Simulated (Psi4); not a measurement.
# C2HF2Ge (SMILES C#[C][Ge]([F])[F]): UCCSD/6-31G(d) (spherical functions)

Aim: the vertical doublet–quartet gap of C2HF2Ge at UCCSD/6-31G* (spherical functions), from 2 runs. 

The calculation is run with Psi4 1.11.

### Step 1. Starting point

C2HF2Ge: 6 atoms, total charge 0, spin state doublet. As SMILES, `C#[C][Ge]([F])[F]`. The coordinates come from a PBE0-D4/def2-TZVP relaxation.

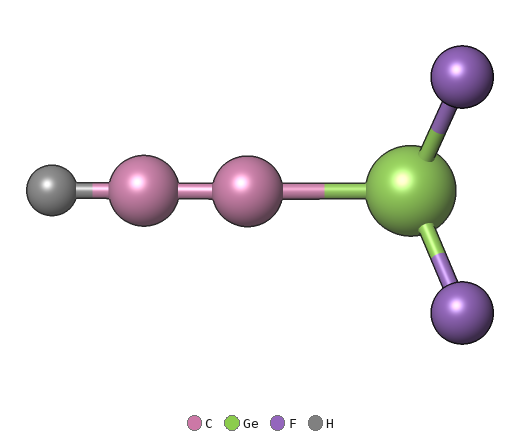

Viewed from a chosen angle; carbon pink, germanium green, fluorine purple, hydrogen grey.

### Step 2. The energy at UCCSD/6-31G(d) (spherical functions)

calc.in reads:

```
memory 2200 mb

molecule {
  0 2
  C     -0.190100     0.518400     1.692900
  C     -0.131400     0.204200     0.530300
  Ge    -0.289600    -0.139700    -1.323100
  F     -0.276600    -1.850600    -1.565100
  F      1.142900     0.424100    -2.108200
  H     -0.213200     0.779700     2.727000
  symmetry c1
  no_reorient
  no_com
}

set basis 6-31G*
set reference uhf
set puream true
set e_convergence 1e-09
set d_convergence 1e-08
set scf_type pk
set num_frozen_docc 13
set maxiter 100

energy('ccsd')
```

The run is started by

```console
psi4 -i calc.in -o calc.out -n 1
```

calc.out:

```text
[...]
  Running in c1 symmetry.
[...]
  Nuclear repulsion =  338.439495053189944
[...]
  Multiplicity = 2
[...]
  Nalpha       = 32
  Nbeta        = 31
[...]
    Number of basis functions: 90
[...]
   @UHF iter   1: -2349.31065810415885   -4.17101e+00   2.55078e-02 DIIS/ADIIS
[...]
   @UHF iter  23: -2350.24752733999640   -5.45697e-12   7.72987e-09 DIIS
[...]
   @S^2 Observed:                7.622687295E-01
[...]
    Orbital Energies [Eh]
    ---------------------
    Alpha Occupied:
       1A   -405.333535     2A    -52.264087     3A    -46.355702
       4A    -46.353766     5A    -46.353370     6A    -26.279128
       7A    -26.279096     8A    -11.277482     9A    -11.253526
      10A     -7.297264    11A     -5.273951    12A     -5.269298
      13A     -5.268287    14A     -1.739304    15A     -1.730694
      16A     -1.722929    17A     -1.720058    18A     -1.719643
      19A     -1.561287    20A     -1.538340    21A     -1.052776
      22A     -0.815033    23A     -0.748805    24A     -0.674429
      25A     -0.672275    26A     -0.657432    27A     -0.633870
      28A     -0.614838    29A     -0.604506    30A     -0.449539
      31A     -0.432465    32A     -0.394336
[...]
  @UHF Final Energy: -2350.24752733999640
   => Energetics <=
    Nuclear Repulsion Energy =            338.4394950531899440
    One-Electron Energy =               -3949.3389822130588982
    Two-Electron Energy =                1260.6519598198729000
    Total Energy =                      -2350.2475273399959406
  UHF NO Occupations:
  HONO-2 :   30  A 1.9992180
  HONO-1 :   31  A 1.9954912
  HONO-0 :   32  A 1.0000000
  LUNO+0 :   33  A 0.0045088
  LUNO+1 :   34  A 0.0007820
[...]
 Multipole Moments:
 ------------------------------------------------------------------------------------
     Multipole            Electronic (a.u.)      Nuclear  (a.u.)        Total (a.u.)
 ------------------------------------------------------------------------------------
 L = 1.  Multiply by 2.5417464519 to convert [e a0] to [Debye]
 Dipole X            :          6.0085418           -6.8270136           -0.8184717
 Dipole Y            :         23.7608941          -23.0425645            0.7183296
 Dipole Z            :        112.9932639         -112.1225533            0.8707106
 Magnitude           :                                                    1.3942849
[...]
      * MP2 total energy                      = -2351.068521939107995
[...]
      * CCSD total energy                     = -2351.069190210847864
[...]
```

Run time: 2.1 min. Hardware: 1 thread of Intel Xeon Platinum 8259CL at 2.50GHz (Skylake/Cascade Lake), shared host; peak memory 0.59 GiB.

### Step 3. The quartet, same level

c2hf2ge.py reads:

```python
import psi4

psi4.set_memory('2200 MB')
psi4.set_num_threads(1)
psi4.set_output_file('psi4.out', False)

molecule = psi4.geometry("""
0 4
C     -0.190100     0.518400     1.692900
C     -0.131400     0.204200     0.530300
Ge    -0.289600    -0.139700    -1.323100
F     -0.276600    -1.850600    -1.565100
F      1.142900     0.424100    -2.108200
H     -0.213200     0.779700     2.727000
symmetry c1
no_reorient
no_com
""")

options = {'basis': '6-31G*', 'reference': 'uhf', 'puream': True, 'e_convergence': 1e-09, 'd_convergence': 1e-08, 'scf_type': 'pk', 'num_frozen_docc': 13, 'maxiter': 100}
psi4.set_options(options)

energy_value = psi4.energy('ccsd', molecule=molecule)
print(f'total energy {energy_value:.8f} hartree = {energy_value * 27.211386:.5f} eV')
```

The run is started by

```console
python c2hf2ge.py
```

psi4.out:

```text
[...]
  Running in c1 symmetry.
[...]
  Nuclear repulsion =  338.439495053189944
[...]
  Multiplicity = 4
[...]
  Nalpha       = 33
  Nbeta        = 30
[...]
    Number of basis functions: 90
[...]
   @UHF iter   1: -2348.95293597960153   -3.81329e+00   2.61944e-02 ADIIS/DIIS
[...]
   @UHF iter  25: -2350.08853611825907   -6.82121e-11   9.68574e-09 DIIS
[...]
   @S^2 Observed:                3.779177447E+00
[...]
    Orbital Energies [Eh]
    ---------------------
    Alpha Occupied:
       1A   -405.319628     2A    -52.250220     3A    -46.341801
       4A    -46.340012     5A    -46.339506     6A    -26.268394
       7A    -26.268361     8A    -11.286621     9A    -11.283150
      10A     -7.283688    11A     -5.260602    12A     -5.255995
      13A     -5.254630    14A     -1.727377    15A     -1.717016
      16A     -1.709978    17A     -1.707434    18A     -1.705974
      19A     -1.552652    20A     -1.529741    21A     -1.132820
      22A     -0.835087    23A     -0.760338    24A     -0.674232
      25A     -0.671162    26A     -0.648172    27A     -0.626503
      28A     -0.611991    29A     -0.605403    30A     -0.588397
      31A     -0.482699    32A     -0.398679    33A     -0.251252
[...]
  @UHF Final Energy: -2350.08853611825907
   => Energetics <=
    Nuclear Repulsion Energy =            338.4394950531899440
    One-Electron Energy =               -3949.4778333780777757
    Two-Electron Energy =                1260.9498022066286467
    Total Energy =                      -2350.0885361182590714
  UHF NO Occupations:
  HONO-2 :   31  A 1.0000000
  HONO-1 :   32  A 1.0000000
  HONO-0 :   33  A 1.0000000
  LUNO+0 :   34  A 0.0057163
  LUNO+1 :   35  A 0.0043765
[...]
 Multipole Moments:
 ------------------------------------------------------------------------------------
     Multipole            Electronic (a.u.)      Nuclear  (a.u.)        Total (a.u.)
 ------------------------------------------------------------------------------------
 L = 1.  Multiply by 2.5417464519 to convert [e a0] to [Debye]
 Dipole X            :          6.0266696           -6.8270136           -0.8003440
 Dipole Y            :         23.8013771          -23.0425645            0.7588127
 Dipole Z            :        113.2101757         -112.1225533            1.0876224
 Magnitude           :                                                    1.5489576
[...]
      * MP2 total energy                      = -2350.855053659667192
[...]
      * CCSD total energy                     = -2350.872754044766680
```

On the terminal:

```text
total energy -2350.87275404 hartree = -63970.50595 eV
```

Wall time 2.7 min (1 thread of Intel Xeon Platinum 8259CL at 2.50GHz (Skylake/Cascade Lake), shared host); peak memory 0.59 GiB.

### Step 4. Results

At UCCSD/6-31G* (spherical functions), 13 core orbitals frozen:

| quantity | value |
| --- | --- |
| doublet: total energy | -2351.06919 Eh |
| doublet: HOMO energy (Hartree–Fock orbitals) (highest over α and β) | -10.73 eV |
| doublet: LUMO energy (Hartree–Fock orbitals) (lowest over α and β) | 0.05 eV |
| doublet: correlation energy (13 core orbitals frozen) | -821.7 mEh |
| doublet: ⟨S²⟩ of the reference determinant | 0.762 |
| doublet: T1 diagnostic | 0.022 |
| quartet: total energy | -2350.87275 Eh |
| quartet: HOMO energy (Hartree–Fock orbitals) (highest over α and β) | -6.84 eV |
| quartet: LUMO energy (Hartree–Fock orbitals) (lowest over α and β) | -0.05 eV |
| quartet: correlation energy (13 core orbitals frozen) | -784.2 mEh |
| quartet: ⟨S²⟩ of the reference determinant | 3.779 |
| quartet: T1 diagnostic | 0.023 |
| vertical energy of the quartet above the doublet | 5.345 eV |

In words: At this shape the quartet lies 5.35 eV (516 kJ/mol) above the doublet. With no_com the log's rotational constants are taken about the origin, not the centre of mass, so they aren't the molecule's.
